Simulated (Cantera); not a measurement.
A closed system holds: 1 mol SiH4, 0.57 mol NO, held at 0.00133 bar.

These are equilibrium values from Cantera (NASA tables, ideal gas, pure condensed phases), not measurements of a reactor. Candidate condensed phases: H2O, Si, SiO2, Si2N2O, Si3N4; 35 gas species. Mutual solubility and eutectic melting of coexisting phases are not modelled. The tables hold silica as quartz up to 1696 K and as liquid above; real silica turns to tridymite and cristobalite and melts near 1996 K. The numbers say what is thermodynamically allowed, not how fast it happens.

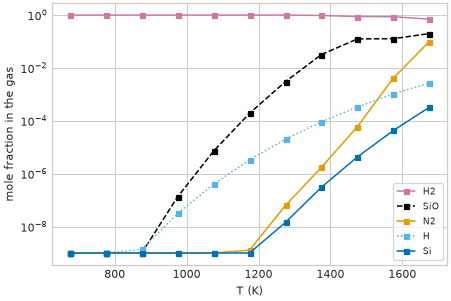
Figure: Equilibrium gas composition (values under 1e-9 drawn at 1e-9)

From 675 K to 775 K the condensed part is Si(s) + SiO2(α-quartz) + Si2N2O(s). From 875 K to 1375 K the condensed part is Si(s) + SiO2(β-quartz) + Si2N2O(s). From 1475 K to 1575 K the condensed part is Si(s) + Si2N2O(s). At 1675 K the condensed part is Si(s).
